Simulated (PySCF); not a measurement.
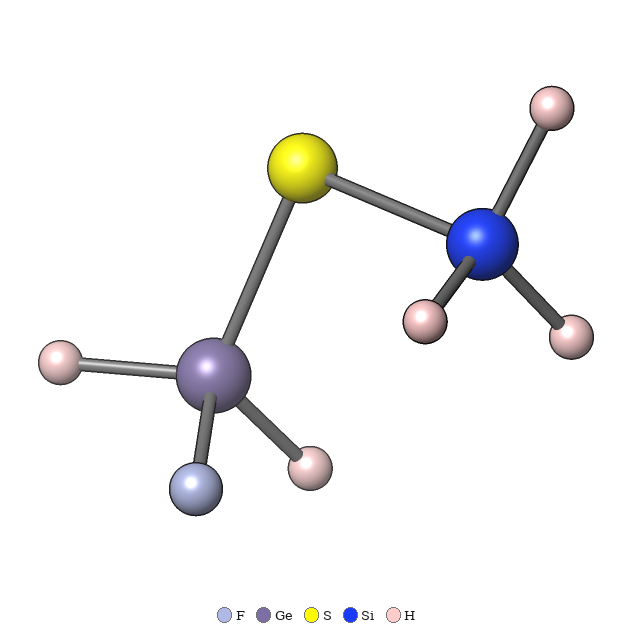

The computed structure is the end point of a GFN2-xTB optimisation. No frequency run is at hand to confirm it as a minimum.

What does the picture show?

The molecule is FGeH₅SSi. As SMILES it reads `[F][GeH2][S][SiH3]`. Among its groups: Si–H bond. The point group is C1. Coordination: 1 Ge tetrahedral; 1 S bent; 1 Si tetrahedral.

The parts below concern this one geometry. Atoms keep their numbers from picture to picture.

Shape

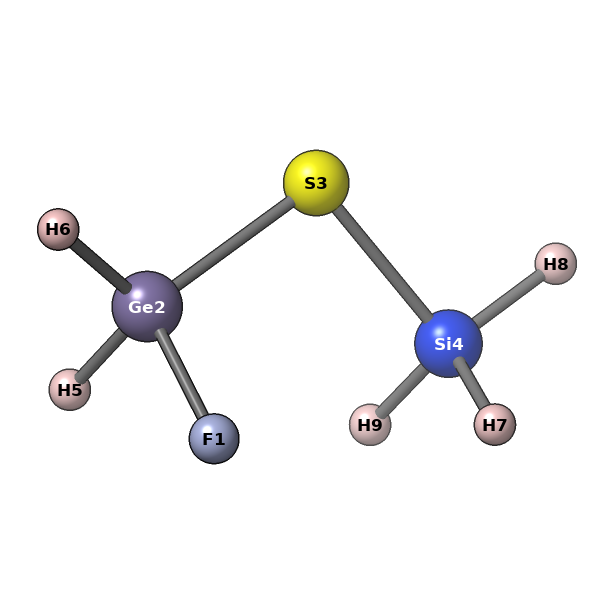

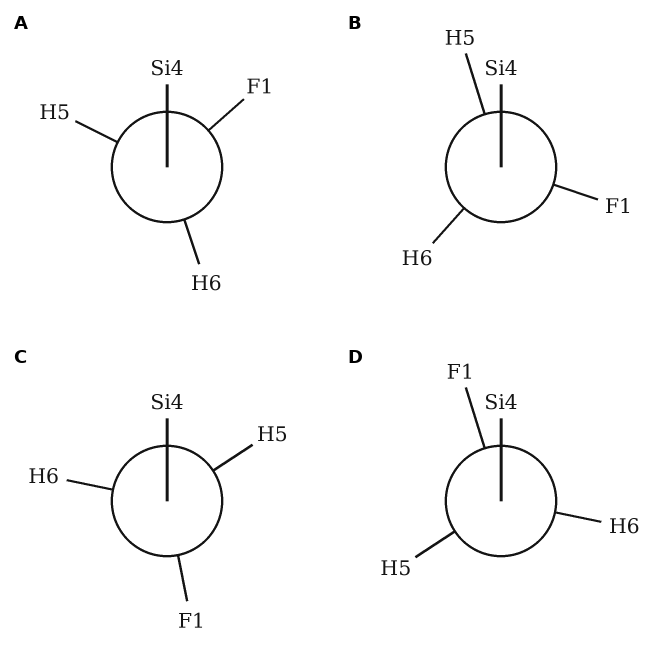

Atoms fade into the background with distance from the viewer. Bonds that would overlap in a projection are set slightly apart. No frequency run is at hand to confirm it as a minimum.

> Which Newman projection shows the view along S3–Ge2, with S3 in front?

A. The torsion angle Si4–S3–Ge2–F1 is 49°, synclinal (gauche).

Dipole moment

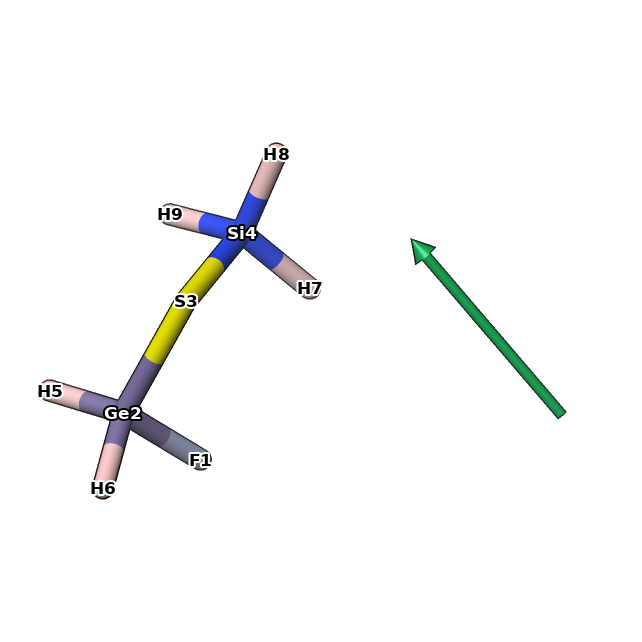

The arrow beside the molecule shows the direction of the dipole moment, from the negative to the positive end (its length means nothing). No frequency run is at hand to confirm it as a minimum. Properties computed with CAM-B3LYP/def2-SVPD, gas phase (PySCF 2.14.0).

> How large is the dipole moment?

1.74 D; it points from the side of F1 to the side of H9 (the outermost atoms at the two ends).

Excitation

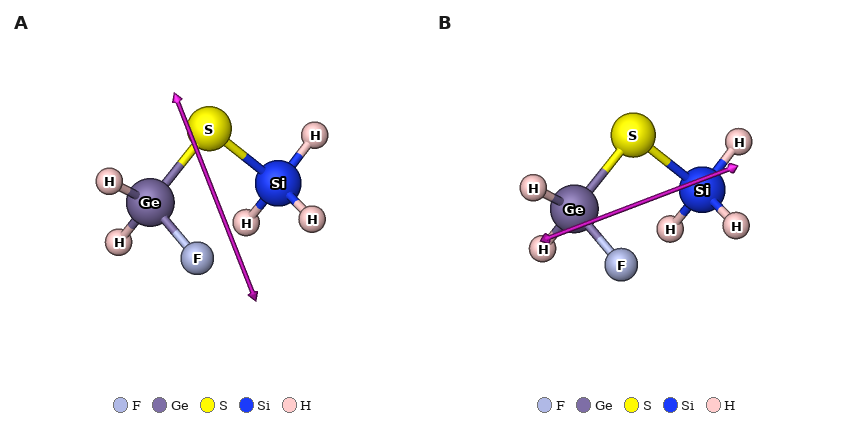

The double arrows show the directions of two transition dipoles from the ground state (lengths mean nothing). No frequency run is at hand to confirm it as a minimum. Method: TDDFT CAM-B3LYP/def2-SVPD, vertical, gas phase, core orbitals frozen in the response (PySCF 2.14.0).

> One belongs to singlet state 1 and one to singlet state 6. Which is which?

A: state 6, 7.43 eV (167 nm), oscillator strength 0.032, mainly HOMO−1 → LUMO (weight 0.55).
B: state 1, 6.04 eV (205 nm), oscillator strength 0.022, mainly HOMO → LUMO (weight 0.69).

Polarisability

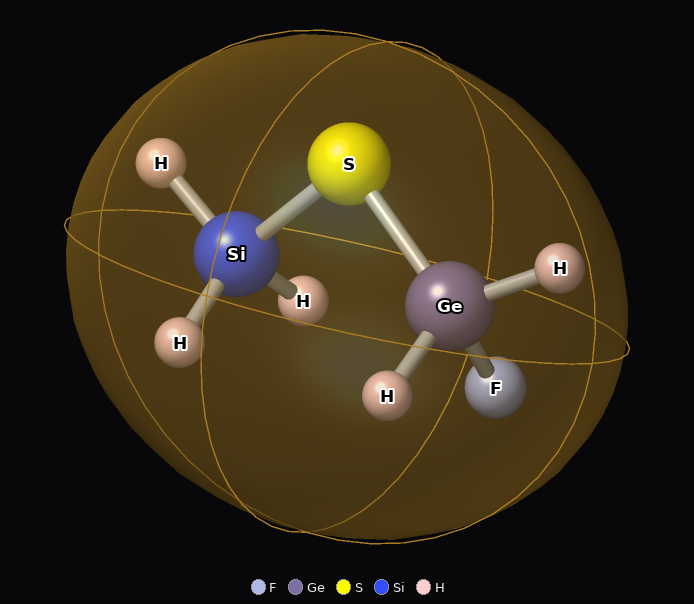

The ellipsoid shows the static dipole polarisability: its half-axes are proportional to the principal values. No frequency run is at hand to confirm it as a minimum. Method: CAM-B3LYP/def2-SVPD (PySCF 2.14.0).

> How large and how anisotropic is the polarisability?

Principal values 64.9, 73.5, 93.7 bohr³; mean 77.3 bohr³ (11.46 Å³); anisotropy 25.6 bohr³, so the longest axis is 1.44 times the shortest.

The geometry is semi-empirical. Around Ge, Si such bond lengths and angles can be off by a tenth of an ångström or more and by several degrees, and values that hang on the shape move with them.
